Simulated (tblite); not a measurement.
**Geometry relaxation, with input and output: C4H10F3GaO2**

The run: geometry relaxation of C4H10F3GaO2. Method and program: GFN2-xTB geometry optimisation, gas phase (tblite 0.8.0).

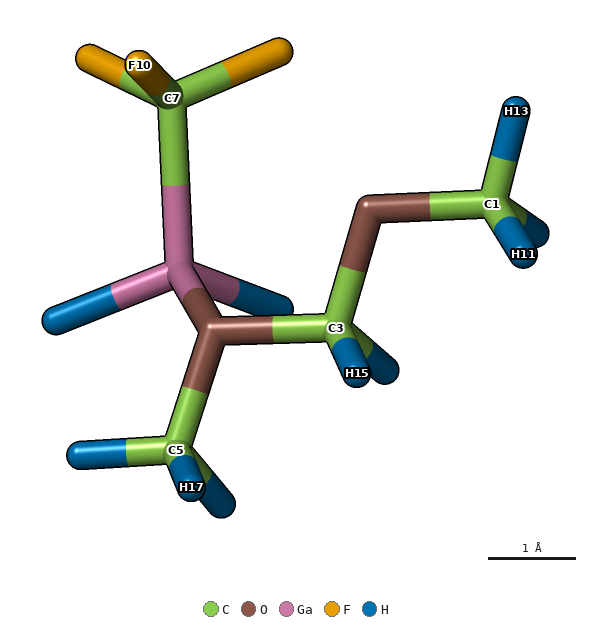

Fig. 1: The starting structure (stick view, seen at a tilt; atoms are numbered from 1 in the order of the input). Sticks mark near contacts. Bond lengths as drawn: C–F 1.37 to 1.39 Å, C–Ga 2.00 Å, C–H 1.10 to 1.12 Å, C–O 1.41 to 1.43 Å, Ga–H 1.60 to 1.61 Å and Ga–O 1.87 Å.

Key numbers:

```json
{"quantity": "outcome", "value": "converged"}
{"quantity": "total energy", "value": "−1012.5688 eV"}
{"quantity": "hardware", "value": "1 CPU thread, shared host"}
{"quantity": "wall time", "value": "0.92 s"}
{"quantity": "peak memory", "value": "0.18 GiB"}
```

The input:
```
{"job": {"kind": "relax", "xc": "GFN2-xTB", "basis": "xTB"}, "charge": 0, "multiplicity": 1}
C      2.133800     1.661900    -0.527200
O      1.020000     1.139700     0.168700
C      1.093900    -0.281600     0.165500
O     -0.085400    -0.797700     0.767900
C      0.058400    -2.210000     0.935100
Ga    -1.574300    -0.489600    -0.318500
C     -2.249400     1.368900    -0.014000
F     -3.616600     1.387000    -0.159100
F     -1.669500     2.221300    -0.925400
F     -1.929000     1.770600     1.274000
H      3.087000     1.338900    -0.077800
H      2.079800     1.381200    -1.600400
H      2.077400     2.773000    -0.457100
H      1.201800    -0.666800    -0.884400
H      1.982800    -0.584900     0.743700
H      0.225800    -2.725600    -0.033200
H      0.907300    -2.438300     1.613800
H     -0.845900    -2.643700     1.412200
H     -2.743200    -1.532600     0.040900
H     -1.159800    -0.660900    -1.859400
```

The first line tells a small driver script what to run in tblite; the rest is the geometry in Å.

Run as:
```bash
OMP_NUM_THREADS=1 python <driver script> task.json out
```

Output:
```
step      E/eV     max force
  0   -1011.46062    2.229
  1   -1011.66527    1.688
  2   -1011.83328    0.853
  3   -1011.88366    0.464
  4   -1011.92592    0.409
  5   -1011.95505    0.393
  6   -1011.98002    0.377
  7   -1011.99719    0.355
  8   -1012.01001    0.252
  9   -1012.01939    0.240
 10   -1012.02917    0.308
 11   -1012.04372    0.360
 12   -1012.06552    0.384
 13   -1012.09313    0.378
 14   -1012.12217    0.402
 15   -1012.15083    0.351
 16   -1012.17641    0.499
 17   -1012.20148    0.491
 18   -1012.22828    0.394
 19   -1012.25213    0.393
 20   -1012.27483    0.427
 21   -1012.29992    0.667
 22   -1012.32936    0.701
 23   -1012.35685    0.464
 24   -1012.37417    0.292
 25   -1012.38051    0.348
 26   -1012.38980    0.223
 27   -1012.39623    0.165
 28   -1012.40481    0.209
 29   -1012.40986    0.213
 30   -1012.41499    0.165
 31   -1012.42032    0.153
 32   -1012.42727    0.190
 33   -1012.43372    0.201
 34   -1012.43970    0.201
 35   -1012.44500    0.172
 36   -1012.45049    0.173
 37   -1012.45660    0.192
 38   -1012.46181    0.167
 39   -1012.46518    0.109
 40   -1012.46768    0.119
 41   -1012.47044    0.134
 42   -1012.47423    0.197
 43   -1012.47885    0.223
 44   -1012.48339    0.175
 45   -1012.48781    0.195
 46   -1012.49300    0.208
 47   -1012.49928    0.185
 48   -1012.50620    0.219
 49   -1012.51303    0.191
 50   -1012.51953    0.189
 51   -1012.52572    0.219
 52   -1012.53056    0.309
 53   -1012.53635    0.264
 54   -1012.54108    0.190
 55   -1012.54607    0.147
 56   -1012.54820    0.143
 57   -1012.55060    0.095
 58   -1012.55182    0.075
 59   -1012.55280    0.068
 60   -1012.55350    0.065
 61   -1012.55401    0.060
 62   -1012.55455    0.050
 63   -1012.55522    0.054
 64   -1012.55594    0.059
 65   -1012.55655    0.063
 66   -1012.55712    0.063
 67   -1012.55781    0.072
 68   -1012.55874    0.084
 69   -1012.55977    0.078
 70   -1012.56056    0.061
 71   -1012.56103    0.055
 72   -1012.56142    0.049
 73   -1012.56192    0.046
 74   -1012.56254    0.050
 75   -1012.56313    0.052
 76   -1012.56363    0.049
 77   -1012.56412    0.048
 78   -1012.56470    0.051
 79   -1012.56522    0.061
 80   -1012.56551    0.032
 81   -1012.56565    0.031
 82   -1012.56578    0.032
 83   -1012.56596    0.040
 84   -1012.56611    0.035
 85   -1012.56620    0.020
 86   -1012.56625    0.017
 87   -1012.56633    0.034
 88   -1012.56645    0.043
 89   -1012.56659    0.037
 90   -1012.56672    0.026
 91   -1012.56683    0.027
 92   -1012.56696    0.036
 93   -1012.56712    0.045
 94   -1012.56726    0.032
 95   -1012.56734    0.017
 96   -1012.56739    0.016
 97   -1012.56745    0.024
 98   -1012.56753    0.028
 99   -1012.56761    0.019
100   -1012.56767    0.016
101   -1012.56771    0.017
102   -1012.56775    0.013
103   -1012.56779    0.017
104   -1012.56782    0.013
105   -1012.56784    0.013
106   -1012.56787    0.015
107   -1012.56790    0.011
108   -1012.56793    0.012
109   -1012.56795    0.010
110   -1012.56797    0.014
111   -1012.56800    0.015
112   -1012.56803    0.017
113   -1012.56807    0.015
114   -1012.56813    0.026
115   -1012.56821    0.032
116   -1012.56828    0.024
117   -1012.56835    0.023
118   -1012.56840    0.019
119   -1012.56844    0.021
120   -1012.56849    0.021
121   -1012.56852    0.012
122   -1012.56855    0.017
123   -1012.56858    0.023
124   -1012.56863    0.025
125   -1012.56870    0.018
126   -1012.56875    0.016
127   -1012.56877    0.010
128   -1012.56879    0.010
129   -1012.56880    0.009
```

Trajectory as extended XYZ (Å, eV, eV/Å), 5 of the 130 frames kept, from step=0 to step=129:
```
20
Properties=species:S:1:pos:R:3:forces:R:3 step=0 energy=-1011.46062
C     2.1338    1.6619   -0.5272   -0.1430   0.9190  -0.3250
O     1.0200    1.1397    0.1687   -0.0300  -1.3760  -0.2270
C     1.0939   -0.2816    0.1655   -0.0360   0.9300  -0.0450
O    -0.0854   -0.7977    0.7679    1.3790  -0.6800   0.2360
C     0.0584   -2.2100    0.9351    0.1710  -0.7170   0.5040
Ga   -1.5743   -0.4896   -0.3185   -1.7540   0.0910  -1.3720
C    -2.2494    1.3689   -0.0140    0.5990  -0.8960   0.1150
F    -3.6166    1.3870   -0.1591    0.6510   0.6890   0.1610
F    -1.6695    2.2213   -0.9254   -0.7010   0.2510   0.7110
F    -1.9290    1.7706    1.2740   -0.5020   0.5250  -0.7670
H     3.0870    1.3389   -0.0778   -0.2480  -0.0540  -0.1380
H     2.0798    1.3812   -1.6004    0.1720   0.0630   0.4680
H     2.0774    2.7730   -0.4571   -0.1100  -0.7890   0.0160
H     1.2018   -0.6668   -0.8844   -0.1080   0.1740   0.3700
H     1.9828   -0.5849    0.7437    0.0100  -0.1570   0.1390
H     0.2258   -2.7256   -0.0332   -0.1090   0.2460   0.3060
H     0.9073   -2.4383    1.6138   -0.2170   0.2170  -0.3080
H    -0.8459   -2.6437    1.4122    0.2450   0.5140  -0.3540
H    -2.7432   -1.5326    0.0409    0.4800   0.1150   0.1630
H    -1.1598   -0.6609   -1.8594    0.2500  -0.0640   0.3460
20
Properties=species:S:1:pos:R:3:forces:R:3 step=32 energy=-1012.42727
C     1.7588    1.6400   -0.5764   -0.0010   0.0280  -0.0460
O     0.7762    0.6648   -0.2667    0.0190   0.0280   0.0660
C     1.2571   -0.5984    0.0654   -0.0350   0.0360   0.0580
O     0.0967   -1.2115    0.5500    0.1000  -0.1170   0.0520
C     0.2117   -2.5453    1.0250   -0.0060   0.0070  -0.0350
Ga   -1.4902   -0.1307   -0.4939   -0.0430  -0.0640   0.0500
C    -2.1359    1.7261   -0.0165    0.0090   0.0670   0.0390
F    -3.4950    1.5554   -0.1774    0.0160  -0.0540  -0.0040
F    -1.8190    2.7529   -0.8454    0.0900   0.0480  -0.0380
F    -1.9982    2.2191    1.2401    0.0200   0.0600   0.0530
H     2.6229    1.5540    0.0874   -0.0190  -0.0430   0.0760
H     2.0844    1.5329   -1.6129    0.0400   0.0240  -0.0460
H     1.2946    2.6136   -0.4296   -0.0810  -0.0330  -0.0840
H     1.6736   -1.1439   -0.8075   -0.0740   0.0840   0.0760
H     2.0361   -0.5188    0.8525   -0.0390  -0.1030  -0.0020
H     0.4005   -3.2326    0.1914    0.0620   0.0280   0.1500
H     1.0002   -2.6272    1.7859   -0.0840   0.0600  -0.1590
H    -0.7549   -2.7767    1.4791    0.0760   0.0070  -0.0960
H    -2.5113   -1.1163    0.1728    0.0570   0.0110  -0.0900
H    -1.0136   -0.3468   -1.9579   -0.1090  -0.0710  -0.0190
20
Properties=species:S:1:pos:R:3:forces:R:3 step=64 energy=-1012.55594
C     1.6149    1.6080   -0.5995    0.0260   0.0120  -0.0070
O     0.6804    0.6083   -0.2340    0.0400   0.0130  -0.0050
C     1.2274   -0.6316    0.0752   -0.0240   0.0140   0.0090
O     0.0906   -1.3893    0.3526   -0.0500   0.0010  -0.0200
C     0.3141   -2.6479    0.9579    0.0010   0.0090   0.0100
Ga   -1.5509   -0.0895   -0.3941   -0.0060  -0.0080  -0.0110
C    -1.9948    1.8137    0.1395   -0.0020   0.0010   0.0060
F    -3.3200    1.7143   -0.2652    0.0090  -0.0200  -0.0050
F    -1.4234    2.6161   -0.8214   -0.0200  -0.0110  -0.0090
F    -2.0188    2.5635    1.2561   -0.0070   0.0280   0.0190
H     2.2850    1.8286    0.2379   -0.0060   0.0010  -0.0080
H     2.1990    1.2931   -1.4700   -0.0090   0.0050   0.0110
H     1.0259    2.4867   -0.8497    0.0180   0.0090  -0.0020
H     1.8010   -1.0403   -0.7795   -0.0110  -0.0460   0.0220
H     1.8891   -0.5782    0.9631    0.0310   0.0400   0.0000
H     0.8306   -3.3209    0.2685   -0.0180  -0.0390  -0.0170
H     0.9053   -2.5346    1.8711    0.0030   0.0060   0.0400
H    -0.6709   -3.0410    1.2055    0.0140  -0.0130  -0.0560
H    -2.5615   -1.0714    0.2746    0.0200  -0.0050   0.0180
H    -1.3282   -0.1770   -1.9231   -0.0100   0.0040   0.0070
20
Properties=species:S:1:pos:R:3:forces:R:3 step=97 energy=-1012.56745
C     1.6524    1.6028   -0.6249   -0.0040  -0.0140   0.0020
O     0.7053    0.6014   -0.2970   -0.0020  -0.0010   0.0050
C     1.2381   -0.6206    0.0955    0.0050   0.0060   0.0000
O     0.0920   -1.3695    0.3600    0.0030   0.0060   0.0040
C     0.3036   -2.6529    0.9153   -0.0060  -0.0020   0.0000
Ga   -1.5625   -0.0837   -0.3401    0.0140  -0.0020  -0.0140
C    -1.9919    1.8258    0.1738    0.0010   0.0170  -0.0170
F    -3.3108    1.6235   -0.2481   -0.0030   0.0060   0.0040
F    -1.4556    2.5863   -0.8404    0.0010  -0.0140   0.0050
F    -2.0806    2.6535    1.2276   -0.0090   0.0000   0.0100
H     2.2742    1.8430    0.2433   -0.0050   0.0010   0.0050
H     2.2862    1.2786   -1.4558   -0.0040  -0.0030  -0.0040
H     1.0720    2.4731   -0.9211    0.0040   0.0020  -0.0020
H     1.8441   -1.0804   -0.7104   -0.0010   0.0050   0.0040
H     1.8670   -0.5174    1.0036    0.0010   0.0070  -0.0040
H     0.8847   -3.2807    0.2334    0.0010   0.0030  -0.0040
H     0.8159   -2.5766    1.8794    0.0050  -0.0050  -0.0050
H    -0.6878   -3.0797    1.0555   -0.0110  -0.0100   0.0040
H    -2.5388   -1.0553    0.3896    0.0110   0.0040   0.0080
H    -1.4127   -0.1605   -1.8738   -0.0010  -0.0050  -0.0010
20
Properties=species:S:1:pos:R:3:forces:R:3 step=129 energy=-1012.56880
C     1.6464    1.5996   -0.6289    0.0020   0.0050   0.0000
O     0.7029    0.6017   -0.2816   -0.0040   0.0050  -0.0020
C     1.2398   -0.6118    0.1315   -0.0010   0.0040  -0.0010
O     0.0947   -1.3581    0.4064    0.0030  -0.0040  -0.0020
C     0.3087   -2.6706    0.8880    0.0020  -0.0050  -0.0010
Ga   -1.5588   -0.0766   -0.3152    0.0010   0.0010   0.0070
C    -1.9957    1.8435    0.1550    0.0010   0.0000   0.0050
F    -3.3096    1.6364   -0.2794    0.0040  -0.0030   0.0010
F    -1.4481    2.5975   -0.8562    0.0000   0.0010  -0.0090
F    -2.0988    2.6767    1.2040   -0.0020   0.0010  -0.0020
H     2.2586    1.8694    0.2375   -0.0030  -0.0060   0.0030
H     2.2895    1.2562   -1.4450   -0.0050  -0.0020   0.0000
H     1.0638    2.4579   -0.9548    0.0040  -0.0010   0.0000
H     1.8477   -1.0828   -0.6663   -0.0020   0.0020  -0.0010
H     1.8684   -0.4909    1.0374   -0.0010   0.0010   0.0020
H     0.8664   -3.2656    0.1586   -0.0010  -0.0020   0.0000
H     0.8478   -2.6490    1.8402    0.0010   0.0000  -0.0010
H    -0.6823   -3.0978    1.0318   -0.0010   0.0020   0.0020
H    -2.5248   -1.0299    0.4502   -0.0020   0.0000   0.0000
H    -1.4218   -0.1951   -1.8478    0.0030   0.0010  -0.0010
```

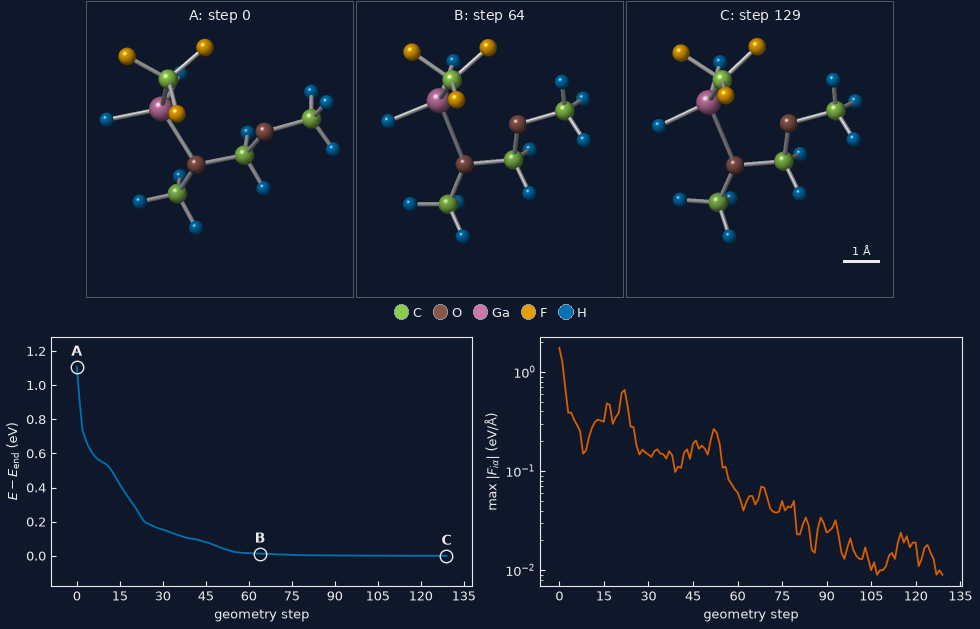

Fig. 2: Frames of the relaxation (ball-and-stick view, seen at a tilt) above the curves, on which the letters mark them (steps are counted from 0).

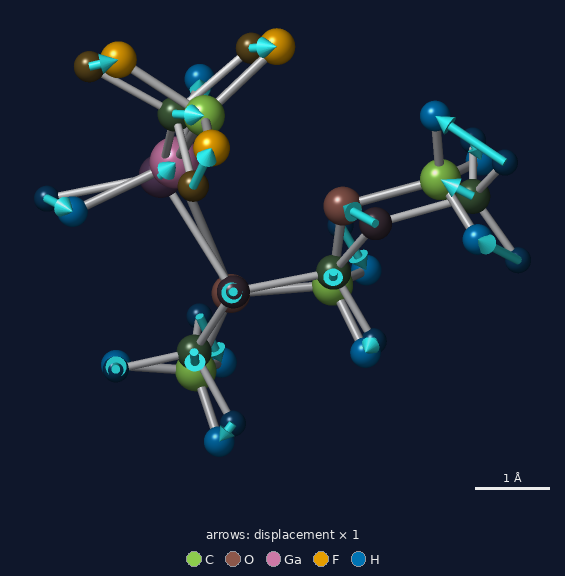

Fig. 3: Start (faint) and end (solid) with the displacements as teal arrows, at true length (ball-and-stick view, seen at a tilt). The two geometries are laid on each other by the best rigid fit. H13 moves most after the best rigid fit: 1.16 Å. Largest moves by element: H 1.16 Å, F 0.91 Å, O 0.76 Å, C 0.56 Å, Ga 0.41 Å. Among the contacts that change: O4–Ga6 1.869 → 2.213 Å, Ga6–H20 1.605 → 1.543 Å, Ga6–H19 1.607 → 1.558 Å, C7–F10 1.387 → 1.344 Å. Among the angles that change: Ga6–C7–F10 109.4° → 141.8°, C5–O4–Ga6 108.1° → 139.6°, O4–Ga6–H19 110.0° → 87.1°. Over 129 geometry steps the energy falls by 1.108 eV. Largest force component: 1.8 eV/Å at the start, 0.009 eV/Å at the end. (Atoms are counted from 1 in the order of the input.)
